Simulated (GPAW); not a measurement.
Band structure of BaMg3 (Pmm2, 4 atoms in the cell).

```
CELL_PARAMETERS angstrom
      3.63340     0.00000     0.00000
      0.00000     5.19982     0.00000
      0.00000     0.00000     6.71728
ATOMIC_POSITIONS crystal
  Ba 0.00000 0.00000 0.15934
  Mg 0.50000 0.00000 0.65900
  Mg 0.50000 0.50000 0.40545
  Mg 0.00000 0.50000 0.77620
```

Computed with LDA (Perdew-Wang 92), GPAW PAW datasets LDA (gpaw-data 1.0.1) (plane waves; GPAW 25.7.0).

Settings: mode = pw; ecut = 850 eV; xc = LDA; kpts = 7 5 4; mesh shift (steps) = 0 0 0; occupations.name = methfessel-paxton; occupations.width = 0.1 eV; occupations.order = 0; nbands = -8; convergence.density = 1e-05 e/electron; symmetry.symmorphic = false; symmetry.tolerance = 0.0005; maxiter = 150; bandpath_npoints = 40.

The starting cell comes from a database of computed structures (which also holds hypothetical and non-ambient phases and stackings), without a prior relaxation at this level. Its lattice was rescaled by a random factor within 2.5 % of one.

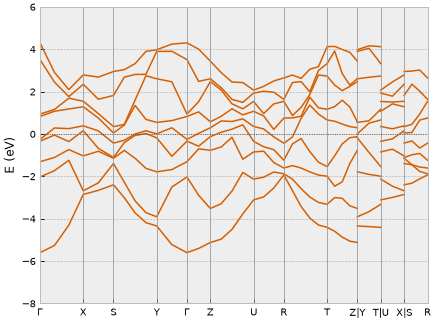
Fig. 1. Bands along the path, energies from the Fermi level.

Levels in eV from the Fermi level, bands 17 to 24:
```csv
point,17,18,19,20,21,22,23,24
Γ,-5.60,-2.03,-1.31,-0.34,-0.26,0.83,0.94,3.51
X,-2.85,-2.68,-1.03,0.15,0.38,1.28,1.54,2.35
S,-2.40,-1.39,-1.15,-1.11,-0.43,0.05,0.35,1.82
Y,-4.34,-3.91,-1.79,-0.18,0.01,0.55,2.60,3.90
Z,-5.12,-3.52,-0.77,-0.13,0.29,0.58,2.47,2.61
U,-3.11,-2.13,-0.85,-0.35,0.35,1.07,1.53,1.93
R,-1.94,-1.88,-1.61,-1.24,-0.44,0.75,1.54,1.64
T,-4.41,-3.32,-1.99,-1.54,0.66,1.16,2.73,3.32
```

Bands cross the Fermi level along this path, so the cell is metallic at this level.
